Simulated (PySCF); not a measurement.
# Tl2H6: other spin states, a change of charge and excitations

How does Tl2H6 respond at fixed geometry? The runs cover other spin states, a change of charge and excitations. It is a constructed species; whether it can be made isn't addressed.

The runs use PySCF 2.14.0; B3LYP, Tl def2-SVP with ECP60, H def2-SVP; scalar-relativistic core potentials, no spin–orbit coupling.

1 further run of the same task is left out (for a known fault of the program).

### 1 The system as given

8 atoms, charge 0, spin multiplicity 1.

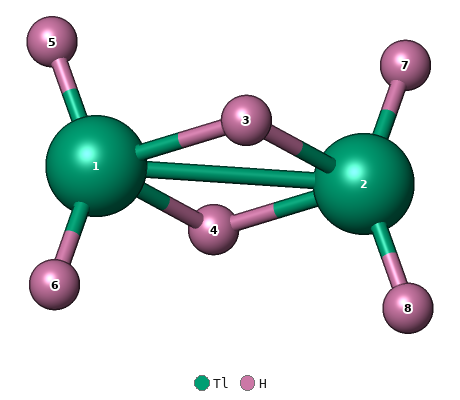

The structure; thallium teal, hydrogen pink; atoms are numbered from 1 in the order of the file.

As a file:

```xyz
8
charge 0, multiplicity 1
Tl    0.0000    0.0000    1.5800
Tl    0.0000    0.0000   -1.5800
H     1.2938    0.0000    0.0000
H    -1.2938    0.0000    0.0000
H     0.0000    1.6374    2.0893
H     0.0000   -1.6374    2.0893
H     0.0000    1.6374   -2.0893
H     0.0000   -1.6374   -2.0893
```

Formal oxidation states: Tl +3. An earlier session relaxed this geometry at B3LYP, Tl def2-SVP with ECP60, H def2-SVP (singlet, point group D2h).

Its energy there is -348.621095 Eh.

### 2 Multiplicity 3 at the relaxed geometry

File run.py (the lines that set the calculation):

```python
mol = gto.M(atom='''
Tl     0.00000     0.00000     1.58003
Tl     0.00000     0.00000    -1.58003
H      1.29383     0.00000     0.00000
H     -1.29383     0.00000     0.00000
H      0.00000     1.63735     2.08934
H      0.00000    -1.63735     2.08934
H      0.00000     1.63735    -2.08934
H      0.00000    -1.63735    -2.08934''',
    basis={'Tl': 'def2-SVP', 'H': 'def2-SVP'},
    ecp={'Tl': 'def2-SVP'},
    charge=0, spin=2)
mf = dft.UKS(mol, xc='B3LYP')
mf.grids.atom_grid = (50, 194)
mf = mf.density_fit()  # fitting sets: Tl def2-universal-JKFIT, H def2-universal-JKFIT
mf.conv_tol = 1e-08; mf.max_cycle = 55
mf.kernel(dm0)  # dm0: free metal ions and neutral atoms
```

Command:

```
$ OMP_NUM_THREADS=2 python run.py
```

What it wrote:

```text
init E= -348.809904155734
cycle= 1 E= -348.415587922795  delta_E= 0.394  |g|= 0.164  |ddm|= 2.14
cycle= 2 E= -348.436528294866  delta_E= -0.0209  |g|= 0.0991  |ddm|= 0.484
cycle= 3 E= -348.443762708113  delta_E= -0.00723  |g|= 0.0243  |ddm|= 0.208
cycle= 4 E= -348.444351863384  delta_E= -0.000589  |g|= 0.00765  |ddm|= 0.0575
cycle= 5 E= -348.444448861815  delta_E= -9.7e-05  |g|= 0.00312  |ddm|= 0.0289
cycle= 6 E= -348.444458297114  delta_E= -9.44e-06  |g|= 0.00047  |ddm|= 0.0085
cycle= 7 E= -348.444458606073  delta_E= -3.09e-07  |g|= 0.0001  |ddm|= 0.00167
cycle= 8 E= -348.444458618959  delta_E= -1.29e-08  |g|= 1.38e-05  |ddm|= 0.000248
cycle= 9 E= -348.444458619351  delta_E= -3.92e-10  |g|= 3.18e-06  |ddm|= 5.24e-05
Extra cycle  E= -348.444458619362  delta_E= -1.11e-11  |g|= 2.51e-06  |ddm|= 1.13e-05
converged SCF energy = -348.444458619362  <S^2> = 2.0228736  2S+1 = 3.0152105
```

It took 2.6 s on 2 threads of Arm Neoverse V1, shared host.

It gives: E = -348.444459 Eh (+4.807 eV from the relaxed state), HOMO -3.07 eV, LUMO -6.56 eV (over both spins), ⟨S²⟩ = 2.023, Mulliken charge on Tl1 -0.05 e. An empty level of one spin lies below a filled level of the other.

### 3 One electron removed, multiplicity 2

run.py (the lines that set the calculation): that of step 2 with these lines changed.

```diff
@@ -11,3 +11,3 @@
     ecp={'Tl': 'def2-SVP'},
-    charge=0, spin=2)
+    charge=1, spin=1)
 mf = dft.UKS(mol, xc='B3LYP')
@@ -16,2 +16,2 @@
 mf.conv_tol = 1e-08; mf.max_cycle = 55
-mf.kernel(dm0)  # dm0: free metal ions and neutral atoms
+mf.kernel(dm0)  # dm0: the density of the relaxed state
```

Command:

```
$ OMP_NUM_THREADS=2 python run.py
```

What it wrote:

```text
init E= -348.625653627296
  HOMO = -0.277928791635  LUMO = -0.273985821876  gap/eV = 0.10729
cycle= 1 E= -348.230140867618  delta_E= 0.396  |g|= 0.171  |ddm|= 0.531
cycle= 2 E= -348.140841425721  delta_E= 0.0893  |g|= 0.312  |ddm|= 0.994
  HOMO = -0.479985364951  LUMO = -0.452257922583  gap/eV = 0.75450
cycle= 3 E= -348.260839266945  delta_E= -0.12  |g|= 0.067  |ddm|= 0.86
  HOMO = -0.471786369408  LUMO = -0.441070284004  gap/eV = 0.83583
cycle= 4 E= -348.264969921336  delta_E= -0.00413  |g|= 0.0361  |ddm|= 0.0914
  HOMO = -0.471119615037  LUMO = -0.433869058713  gap/eV = 1.01364
cycle= 5 E= -348.266255731388  delta_E= -0.00129  |g|= 0.0161  |ddm|= 0.0573
  HOMO = -0.471538498683  LUMO = -0.431566317565  gap/eV = 1.08770
cycle= 6 E= -348.2665969453  delta_E= -0.000341  |g|= 0.0031  |ddm|= 0.0378
  HOMO = -0.47180447293  LUMO = -0.431251249963  gap/eV = 1.10351
cycle= 7 E= -348.26661269403  delta_E= -1.57e-05  |g|= 0.00056  |ddm|= 0.0105
  HOMO = -0.471754221945  LUMO = -0.431156235751  gap/eV = 1.10473
cycle= 8 E= -348.266613262856  delta_E= -5.69e-07  |g|= 0.000135  |ddm|= 0.00215
  HOMO = -0.471761792229  LUMO = -0.431143038814  gap/eV = 1.10529
cycle= 9 E= -348.266613296853  delta_E= -3.4e-08  |g|= 2.76e-05  |ddm|= 0.000546
  HOMO = -0.471766097524  LUMO = -0.431145689655  gap/eV = 1.10534
cycle= 10 E= -348.266613297836  delta_E= -9.83e-10  |g|= 2.39e-06  |ddm|= 7.76e-05
  HOMO = -0.471766482133  LUMO = -0.43114606608  gap/eV = 1.10534
Extra cycle  E= -348.266613297845  delta_E= -8.53e-12  |g|= 1.21e-06  |ddm|= 7.94e-06
converged SCF energy = -348.266613297845  <S^2> = 0.77217609  2S+1 = 2.0220545
```

It took 2.8 s on 2 threads of Arm Neoverse V1, shared host.

It gives: E = -348.266613 Eh (+9.646 eV from the relaxed state), HOMO -12.84 eV, LUMO -11.73 eV (over both spins), ⟨S²⟩ = 0.772, Mulliken charge on Tl1 +0.36 e. 

### 4 One electron added, multiplicity 2

run.py (the lines that set the calculation): that of step 3 with these lines changed.

```diff
@@ -11,3 +11,3 @@
     ecp={'Tl': 'def2-SVP'},
-    charge=1, spin=1)
+    charge=-1, spin=1)
 mf = dft.UKS(mol, xc='B3LYP')
```

Command:

```
$ OMP_NUM_THREADS=2 python run.py
```

What it wrote:

```text
init E= -348.625289052705
  HOMO = -0.0554181554004  LUMO = -0.0529510982906  gap/eV = 0.06713
cycle= 1 E= -348.604321103147  delta_E= 0.021  |g|= 0.091  |ddm|= 0.986
  HOMO = 0.0850565763247  LUMO = 0.132227253527  gap/eV = 1.28358
cycle= 2 E= -348.607694403585  delta_E= -0.00337  |g|= 0.103  |ddm|= 0.523
  HOMO = 0.0699921629426  LUMO = 0.118409646759  gap/eV = 1.31751
cycle= 3 E= -348.615218615201  delta_E= -0.00752  |g|= 0.00654  |ddm|= 0.181
  HOMO = 0.0658007980007  LUMO = 0.115104789249  gap/eV = 1.34163
cycle= 4 E= -348.615267189958  delta_E= -4.86e-05  |g|= 0.00167  |ddm|= 0.017
  HOMO = 0.0654748702623  LUMO = 0.115175807072  gap/eV = 1.35243
cycle= 5 E= -348.615273904841  delta_E= -6.71e-06  |g|= 0.000749  |ddm|= 0.00595
  HOMO = 0.0654842030684  LUMO = 0.115273556677  gap/eV = 1.35484
cycle= 6 E= -348.615274842321  delta_E= -9.37e-07  |g|= 0.00034  |ddm|= 0.00211
  HOMO = 0.0654790907379  LUMO = 0.115314330635  gap/eV = 1.35609
cycle= 7 E= -348.61527504202  delta_E= -2e-07  |g|= 4.08e-05  |ddm|= 0.00116
  HOMO = 0.0654810732322  LUMO = 0.115316613379  gap/eV = 1.35609
cycle= 8 E= -348.615275044225  delta_E= -2.2e-09  |g|= 9.39e-06  |ddm|= 0.000118
  HOMO = 0.0654801068134  LUMO = 0.115315316098  gap/eV = 1.35609
Extra cycle  E= -348.615275044336  delta_E= -1.11e-10  |g|= 5.09e-06  |ddm|= 3e-05
converged SCF energy = -348.615275044336  <S^2> = 0.75371403  2S+1 = 2.0037106
```

Wall time 2.5 s (2 threads of Arm Neoverse V1, shared host).

Result: E = -348.615275 Eh (+0.158 eV from the relaxed state), HOMO 1.78 eV, LUMO 3.13 eV (over both spins), ⟨S²⟩ = 0.754, Mulliken charge on Tl1 -0.24 e. The highest filled level lies above zero; it isn't the detachment energy.

### 5 Singlet excitations, Tamm-Dancoff PBE0

run.py (the lines that set the calculation): that of step 4 with these lines changed.

```diff
@@ -11,4 +11,4 @@
     ecp={'Tl': 'def2-SVP'},
-    charge=-1, spin=1)
-mf = dft.UKS(mol, xc='B3LYP')
+    charge=0, spin=0)
+mf = dft.RKS(mol, xc='PBE0')
 mf.grids.atom_grid = (50, 194)
```

Command:

```
$ OMP_NUM_THREADS=2 python run.py
```

What it wrote:

```text
init E= -348.47708060867
  HOMO = -0.284329476789402  LUMO = -0.0484026353217848  gap/eV = 6.41990
cycle= 1 E= -348.477922879459  delta_E= -0.000842  |g|= 0.0134  |ddm|= 0.106
  HOMO = -0.282832265019369  LUMO = -0.0459223519907619  gap/eV = 6.44665
cycle= 2 E= -348.477953878704  delta_E= -3.1e-05  |g|= 0.012  |ddm|= 0.0473
  HOMO = -0.283895702449636  LUMO = -0.0468177897633222  gap/eV = 6.45122
cycle= 3 E= -348.477994827684  delta_E= -4.09e-05  |g|= 0.000607  |ddm|= 0.0192
  HOMO = -0.283690106496961  LUMO = -0.046774823672604  gap/eV = 6.44679
cycle= 4 E= -348.477994964615  delta_E= -1.37e-07  |g|= 0.000161  |ddm|= 0.00107
  HOMO = -0.28375171216464  LUMO = -0.0467868686282555  gap/eV = 6.44814
cycle= 5 E= -348.477994975699  delta_E= -1.11e-08  |g|= 6.02e-05  |ddm|= 0.000367
  HOMO = -0.283736238140647  LUMO = -0.0467822373135354  gap/eV = 6.44785
cycle= 6 E= -348.477994977322  delta_E= -1.62e-09  |g|= 1.28e-06  |ddm|= 0.000112
  HOMO = -0.283735571764912  LUMO = -0.046781849671949  gap/eV = 6.44784
Extra cycle  E= -348.477994977324  delta_E= -1.76e-12  |g|= 7.44e-07  |ddm|= 3.76e-06
converged SCF energy = -348.477994977324
```

It took 17 s on 2 threads of Arm Neoverse V1, shared host.

Result: E = -348.477995 Eh, HOMO -7.72 eV, LUMO -1.27 eV, Mulliken charge on Tl1 +0.20 e. 

Singlet excitations:

| state | energy (eV) | oscillator strength |
| --- | --- | --- |
| 1 | 5.33 | 0.0000 |
| 2 | 5.55 | 0.0183 |
| 3 | 5.64 | 0.0000 |
| 4 | 6.18 | 0.0000 |
| 5 | 6.55 | 0.0000 |
| 6 | 6.75 | 1.3588 |
| 7 | 6.75 | 0.0067 |
| 8 | 7.04 | 0.1393 |

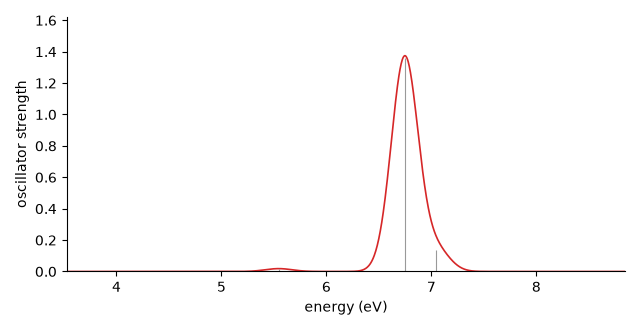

Absorption from the eight lowest singlets. Lines are broadened to a width of 0.30 eV (Gaussian).

### 6 The states side by side

| state | energy from the relaxed state (eV) | ⟨S²⟩ | time |
| --- | --- | --- | --- |
| charge 0, singlet, vacuum (relaxed) | 0 | 0.00 |  |
| charge -1, doublet, vacuum | 0.16 | 0.75 | 2.5 s |
| charge 0, triplet, vacuum | 4.81 | 2.02 | 2.6 s |
| charge +1, doublet, vacuum | 9.65 | 0.77 | 2.8 s |

An electron taken off or put on is at rest in vacuum. 

In the excitation run (PBE0), the lowest singlet lies at 5.33 eV (gaps between orbitals at other levels can't be set against it), and the brightest of the eight at 6.75 eV (f = 1.359); spin–orbit coupling would mix in triplets. Removing an electron vertically costs 9.65 eV (doublet), against −HOMO = 7.55 eV. Adding an electron vertically costs 0.16 eV (doublet). The triplet lies 4.81 eV above at this geometry. These are double-zeta-type bases without diffuse functions. Spin–orbit coupling is left out.
